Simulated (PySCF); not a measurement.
C3H11ClS2Si2

```xyz
19

C    -2.9891    0.9637   -0.2525
C    -2.4048   -0.3454   -0.7802
Si   -1.1167   -1.1124    0.3946
Cl   -0.2912   -2.7269   -0.5091
S     0.4312    0.3180    0.8634
C     1.2862    0.4252   -0.7567
S     2.8517    1.3186   -0.6651
Si    3.9178    0.0720    0.7299
H    -2.2026    1.6958   -0.0853
H    -3.5049    0.8026    0.6907
H    -3.6989    1.3791   -0.9644
H    -1.9526   -0.1637   -1.7597
H    -3.2144   -1.0581   -0.9466
H    -1.6271   -1.4702    1.7058
H     0.6544    0.9750   -1.4499
H     1.4696   -0.5850   -1.1165
H     3.7459   -1.2981    0.2566
H     3.3571    0.2598    2.0587
H     5.2785    0.5592    0.5940
```

Geometry: GFN2-xTB.

Theory: PBE0/pcSseg-1, SCF density, gas phase, non-relativistic (PySCF).

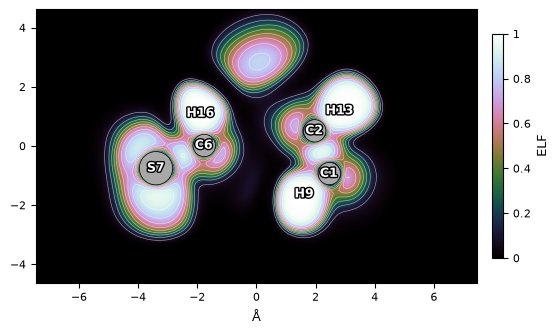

Figure 1. Electron localisation function on the plane of atoms C2, C1 and H9. Grey discs cover the atomic cores.

**Read the bonding off the picture.**

- Atoms in the plane: C, S and H.
- C–C (1.53 Å): the ELF peaks at about 0.95 between the atoms: a shared electron pair.
- C–S (1.80 Å): the ELF peaks at about 0.90 between the atoms (a shared electron pair).
- C–H (1.09 Å): the ELF climbs to about 1 towards the hydrogen, as it does in any bond to H: a covalent bond by its length.
- The ELF also peaks beside S7 and Cl4, away from the bonds: lone-pair regions.

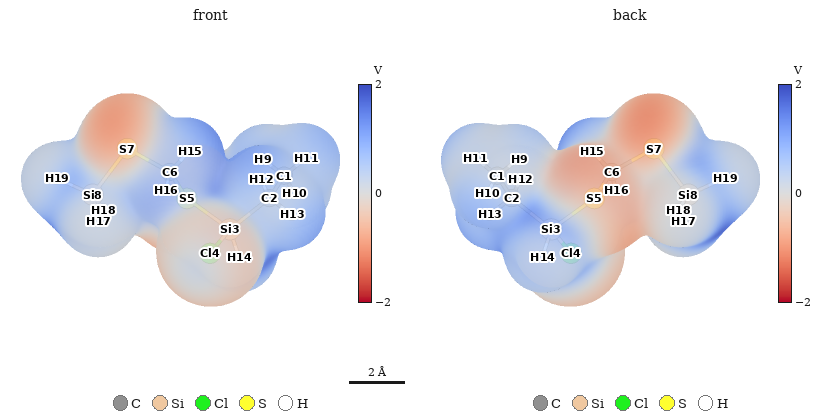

Figure 2. The molecular electrostatic potential painted on the density surface at 0.002 e/bohr³, seen from the front and from behind; the colour scale runs from red (negative) to blue (positive).

**Which sites attract a positive test charge, and which a negative one?**

A positive charge is drawn to the negative regions and a negative charge to the positive ones. The most negative region (about −1.0 V) lies over S7, the most positive (about +1.5 V) over Si3 and Si8.
